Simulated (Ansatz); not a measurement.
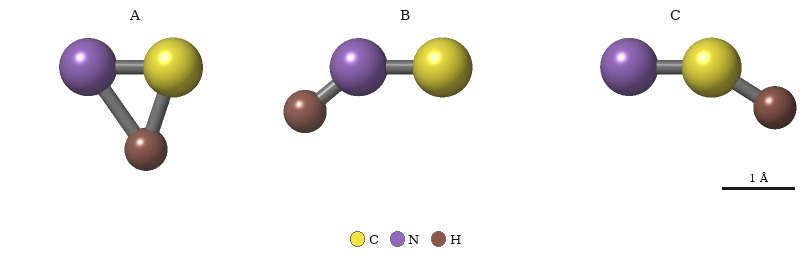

3 geometries from a converged minimum-energy path of CHN, shuffled. Style: ball-and-stick. Shown face on.

Method: Ansatz, UHF/6-31G. Settings: 7 movable images; climbing image; force threshold 0.05 eV/Å; iteration limit 60; starting path through a guess of the saddle point.

### Which frame is the transition state?

A. In order along the path, whose images run from 0 to 8: C (image 1, +34.7 kJ/mol), A (image 4, +274.7 kJ/mol), B (image 7, +63.5 kJ/mol). A hydrogen atom shifts from one atom to another. Breaking: C–H (1.05 → 2.15 Å). Forming: H–N (2.20 → 0.98 Å).

Limits of the set-up: Hartree-Fock leaves out electron correlation.
